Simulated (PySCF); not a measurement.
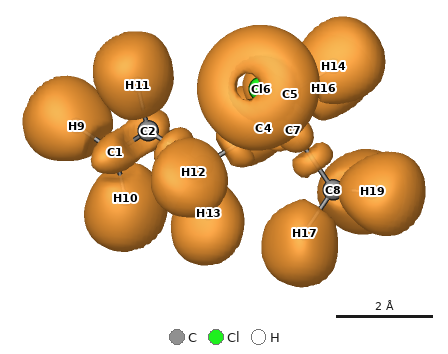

The picture shows: C₇H₁₁Cl (SMILES C=CC/C(=C\Cl)CC). Isosurface of the electron localisation function at 0.8 (orange), seen at an oblique angle. Core shells and regions of very low density are left out.

Geometry: GFN2-xTB.

All numbers below come from PBE0/pcSseg-1, SCF density, gas phase, non-relativistic (PySCF).

```xyz
19

C     2.4621   -0.2812    1.3007
C     1.9762    0.1213    0.1422
C     0.8656   -0.5679   -0.5943
C    -0.3241    0.3471   -0.6879
C    -0.6623    1.0025   -1.7890
Cl    0.1877    0.8833   -3.2884
C    -1.1350    0.5083    0.5688
C    -2.1223   -0.6464    0.7470
H     3.2583    0.2440    1.8003
H     2.0911   -1.1640    1.7965
H     2.3607    1.0111   -0.3380
H     1.2064   -0.8296   -1.5978
H     0.5864   -1.4810   -0.0658
H    -1.5088    1.6694   -1.8407
H    -0.4548    0.5396    1.4223
H    -1.6894    1.4474    0.5364
H    -1.6012   -1.5986    0.8058
H    -2.6949   -0.5122    1.6616
H    -2.8115   -0.6839   -0.0931
```

**Describe the localisation domains.**

At this value the surface marks out six regions between bonded C–C atoms (shared pairs), one region between bonded C–Cl atoms (shared pairs), eleven regions around hydrogen nuclei and one ring or bowl of non-bonding electrons around Cl.

Values along the shortest contacts:
C–C (1.32 Å): the ELF peaks at about 0.90 between the atoms (a short, multiple covalent bond). C–Cl (1.73 Å): the ELF peaks at about 0.90 between the atoms, as expected for a shared electron pair.
